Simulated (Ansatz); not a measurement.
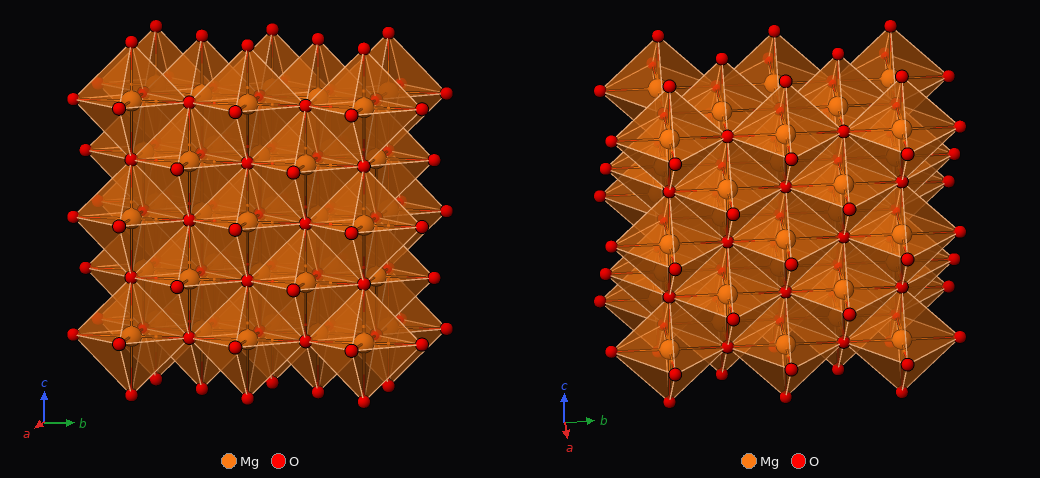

Polyhedra are drawn about Mg (bonds: Mg–O below 2.4 Å); other atoms are plain spheres. Two views of the same piece.

MgO (space group Fm-3m, No. 225). Coordinates: coordinates from a relaxation with DFT PBE, scalar-relativistic, plane waves, PAW (Ansatz 0.2.0).

### What figure surrounds each Mg atom, and what does it share with the other drawn polyhedra?

Mg: MgO6 octahedron, sharing corners with six neighbours and edges with twelve neighbours.

### How do these polyhedra hang together as a whole?

They form a three-dimensional framework of corner- and edge-sharing octahedra.

### How far apart are the centres of linked polyhedra?

Centre to centre across a shared corner: 4.25 Å; across a shared edge: 3.01 Å.
